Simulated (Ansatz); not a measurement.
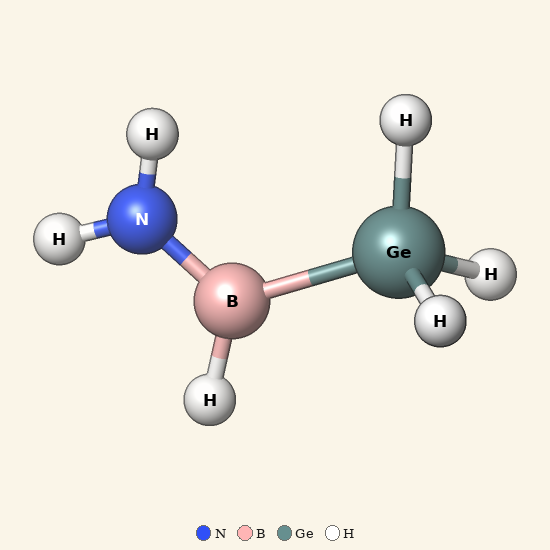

Ball-and-stick drawing of a structure.

The computed structure is the end point of a PBE0-D4/def2-TZVP optimisation.

Give the formula.

Answer. BGeH₆N, 9 atoms: 1 boron, 1 germanium, 6 hydrogen and 1 nitrogen.

Count the bonded pairs by element.

Answer. 3 Ge–H, 2 N–H, 1 B–N, 1 B–Ge, 1 B–H.

The parts below concern this one geometry. Atoms keep their numbers from picture to picture.

Symmetry

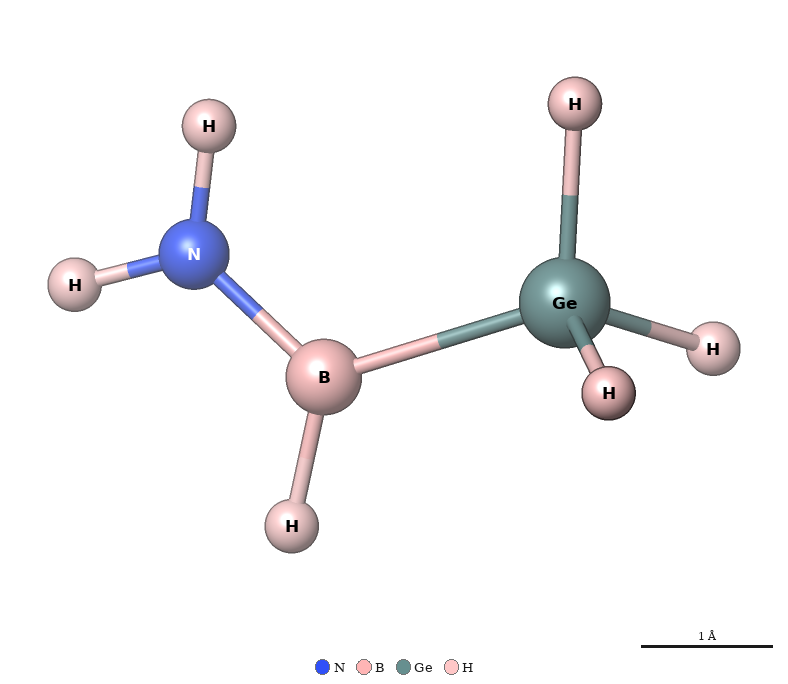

Depth is shown by fading: the farther an atom, the more it takes the colour of the background. Masses are those of the most abundant isotopes; constants are for the rigid equilibrium geometry.

Classify the rotor and give the rotational constants (cm⁻¹).

Answer. An asymmetric top (Cs): A = 1.03, B = 0.110, C = 0.103 cm⁻¹. Ray's parameter κ is −0.99, close to the prolate limit.

Charges

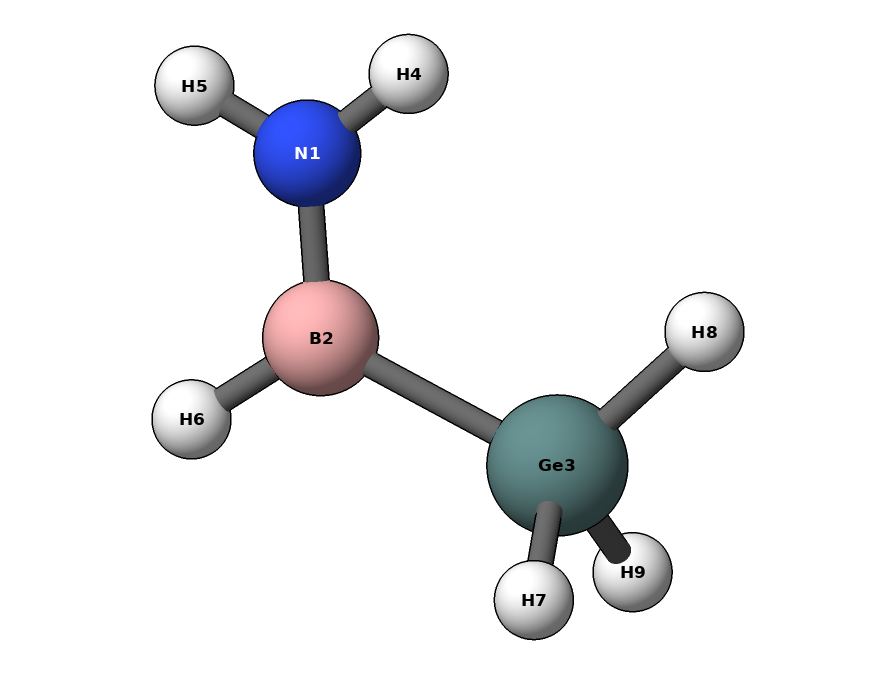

The questions are on Mulliken charges. Level of theory: RKS B3LYP-D4/def2-TZVPP (Ansatz 0.2.0).

Give the Mulliken charges atom by atom.

```
atom  value (e)
  N1      −0.22
  B2       0.01
 Ge3      −0.04
  H4       0.16
  H5       0.17
  H6       0.01
  H7      −0.03
  H8      −0.04
  H9      −0.03
```

Vibrations

Harmonic vibrations computed with RKS PBE0-D4/def2-TZVP (Ansatz 0.2.0) at a stationary point of the same level.

List the wavenumbers.

Answer. 21 modes: 102, 205, 377, 453, 580, 616, 658, 815, 880, 883, 906, 923, 1145, 1363, 1646, 2108, 2131, 2132, 2606, 3596, 3688 cm⁻¹.

Dipole moment

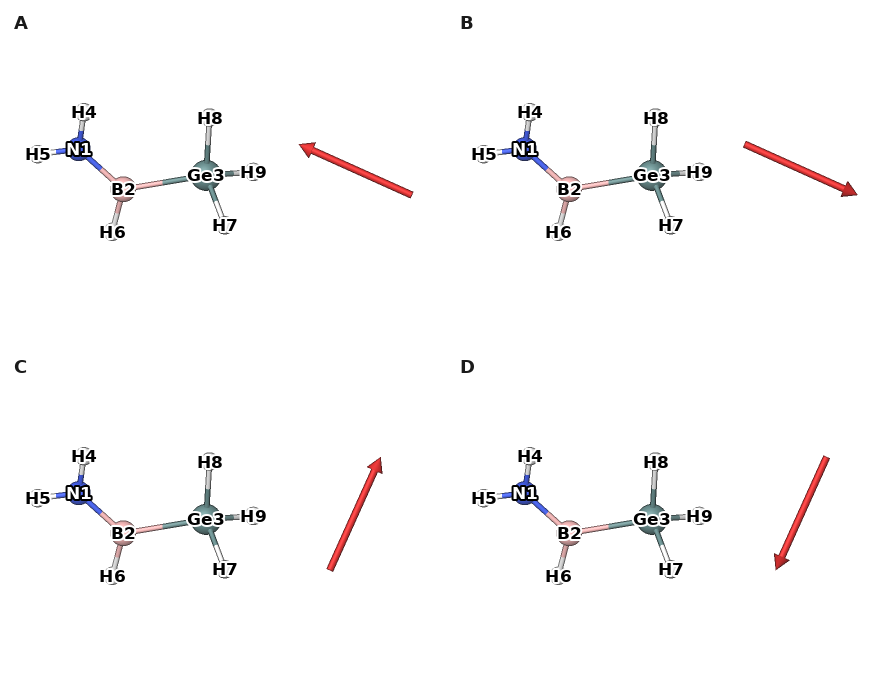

The same molecule four times, each with an arrow. Level of theory: RKS ωB97M-V/def2-TZVPP (Ansatz 0.2.0).

Which arrow points along the dipole moment, from the negative to the positive end?

Answer. A. The dipole moment is 2.62 D; it points from the side of H7, H9 to the side of H5 (the outermost atoms at the two ends).

Levels of theory compared

Program: Ansatz 0.2.0.

Tabulate HOMO–LUMO gap (eV) at these levels: B3LYP-D4/def2-TZVPP; BHLYP-D4/def2-TZVPP; PBE-D4/def2-TZVPP; r2SCAN-D4/def2-TZVPP; ωB97M-V/def2-QZVPP; ωB97M-V/def2-SVP.

```json
{"level": "B3LYP-D4/def2-TZVPP", "HOMO–LUMO gap (eV)": "6.98"}
{"level": "BHLYP-D4/def2-TZVPP", "HOMO–LUMO gap (eV)": "9.49"}
{"level": "PBE-D4/def2-TZVPP", "HOMO–LUMO gap (eV)": "5.24"}
{"level": "r2SCAN-D4/def2-TZVPP", "HOMO–LUMO gap (eV)": "5.78"}
{"level": "ωB97M-V/def2-QZVPP", "HOMO–LUMO gap (eV)": "11.33"}
{"level": "ωB97M-V/def2-SVP", "HOMO–LUMO gap (eV)": "11.67"}
```

Mulliken values depend strongly on the basis set and can even reverse the polarity of a bond.
